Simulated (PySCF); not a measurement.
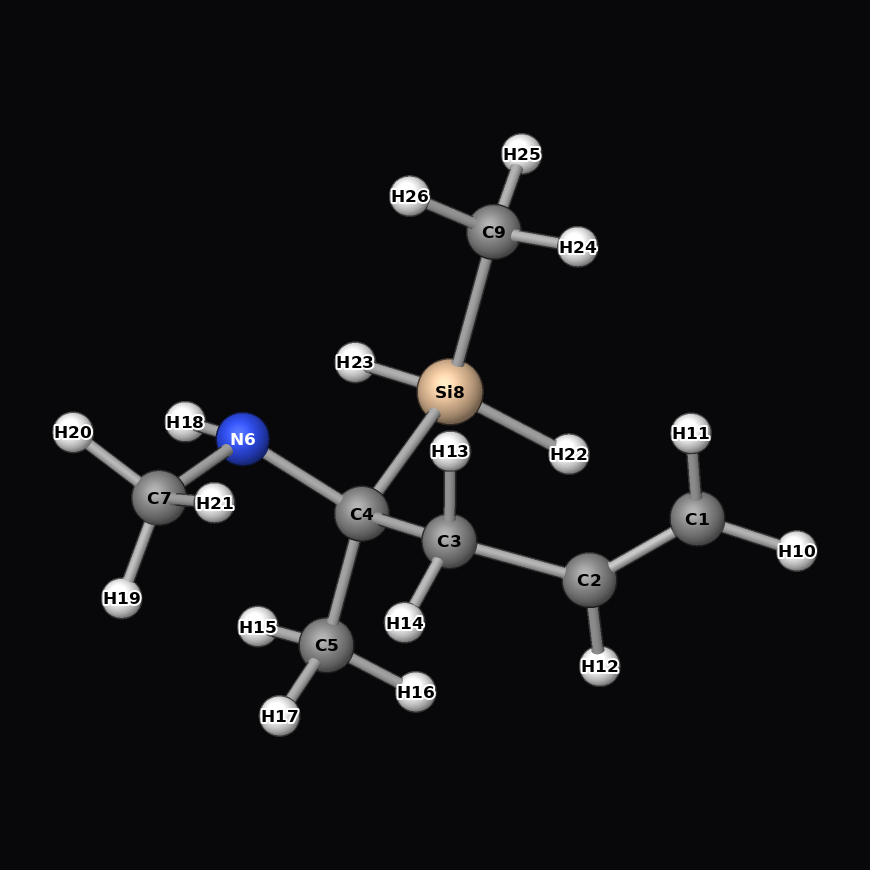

The questions are on isotropic NMR shieldings of the C atoms. The geometry was computed by an optimisation with GFN2-xTB. No frequency run is at hand to confirm it as a minimum. Level of theory: GIAO PBE0/pcSseg-1 NMR shielding, non-relativistic, gas phase (PySCF 2.14.0).

List the isotropic NMR shieldings of the C atoms.

| atom | σ (ppm) |
| --- | --- |
| C1 | 63.8 |
| C2 | 40.9 |
| C3 | 140.5 |
| C4 | 140.7 |
| C5 | 164.3 |
| C7 | 158.4 |
| C9 | 197.9 |

The geometry is semi-empirical. Around Si such bond lengths and angles can be off by a tenth of an ångström or more and by several degrees, and values that hang on the shape move with them.
